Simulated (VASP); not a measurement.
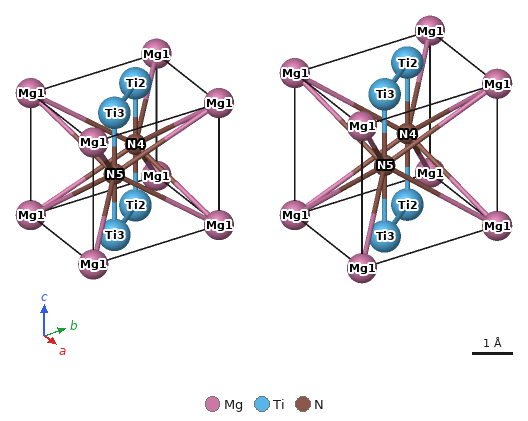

Two geometries of crystalline MgTi2N2 (a generated structure, set up in P6/mmm), drawn at one scale. One is the start of a relaxation, the other its converged end. A ball-and-stick model of the cell of the calculation, seen slightly off an axis.

Level of theory: Kohn-Sham DFT of a periodic cell, PBE, VASP PAW PBE potentials, recommended (VASP 6.6.1). Set-up: plane-wave cutoff 520 eV; k-point mesh 3 × 3 × 4; occupations gaussian; smearing width 0.15 eV; no spin polarisation.

Which geometry has the lower energy?

The right one is the relaxed one. The run lets cell and atoms move. The energy falls by 905 meV per atom in 18 geometry steps. All forces vanish by symmetry, so only the cell relaxes. The pressure goes from 58.31 to 0.23 GPa. The atoms keep their places relative to the cell (all moves are under 0.005 Å). Cell: a = b 4.908 → 5.280 Å (+7.6 %), c 3.247 → 3.780 Å (+16.4 %). Volume +34.7 %. Near-neighbour distances that change, for instance: Mg1–N4 3.266 → 3.587 Å, Ti2–N4 1.624 → 1.890 Å, Ti2–Ti3 2.834 → 3.048 Å, Mg1–Ti2 2.834 → 3.048 Å. The space group stays P6/mmm (No. 191). At step 1 the optimiser overshot: the energy rose above the start, and later steps came back. The volume changes by over a tenth within one run on a fixed set of plane waves, so the end point should be relaxed again from the new cell.

Limits of the set-up: layers or molecules are held without a dispersion correction, so their spacing is unreliable.
